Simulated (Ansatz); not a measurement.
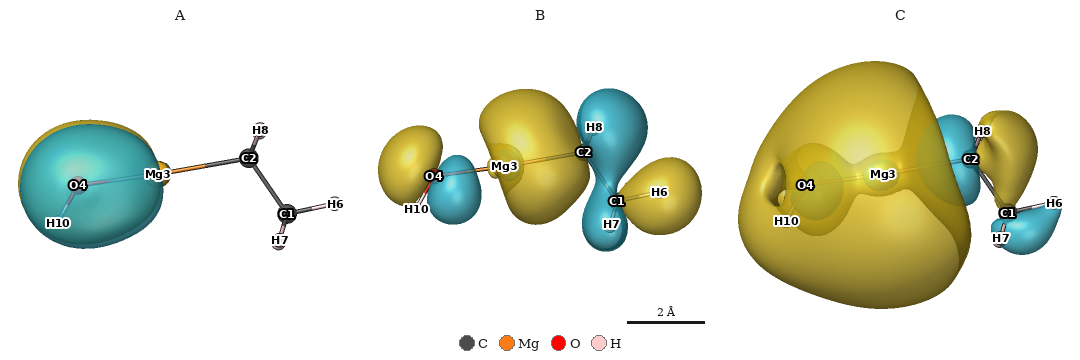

Figure. C2H6MgO (SMILES C[CH2][Mg][OH]). Three frontier orbitals at ±0.05 Å⁻³ᐟ² (yellow and cyan are the two phases), in no order.

Theory: RKS PBE/6-31G* in Ansatz 0.2.0.

```yaml
atoms:
  - { symbol: C, position_ang: [-1.2824, 0.7609, 0.3248] }
  - { symbol: C, position_ang: [-0.4240, -0.4723, 0.6710] }
  - { symbol: Mg, position_ang: [1.3616, -0.6434, -0.4526] }
  - { symbol: O, position_ang: [2.9234, -0.8387, -1.3834] }
  - { symbol: H, position_ang: [-1.6011, 0.7625, -0.7339] }
  - { symbol: H, position_ang: [-2.2077, 0.8149, 0.9331] }
  - { symbol: H, position_ang: [-0.7380, 1.7080, 0.4948] }
  - { symbol: H, position_ang: [-0.1624, -0.4562, 1.7467] }
  - { symbol: H, position_ang: [-1.0188, -1.3948, 0.5267] }
  - { symbol: H, position_ang: [3.2326, -0.2924, -2.1244] }
```

Q: Which picture is the HOMO−1, the HOMO and the LUMO?

A: A is the HOMO−1 (−5.58 eV). By Hirshfeld shares it lies mainly on O4 (about 85 %); largely a lone pair of O4. B is the HOMO (−5.24 eV). By Hirshfeld shares it lies mainly on C2 (about 40 %), Mg3 (about 20 %), O4 (about 15 %) and C1 (about 10 %). C is the LUMO (−1.32 eV). By Hirshfeld shares it lies mainly on Mg3 (about 60 %), C2 (about 15 %) and O4 (about 10 %).

Q: What is the HOMO–LUMO gap?

A: 3.92 eV between the orbital energies.
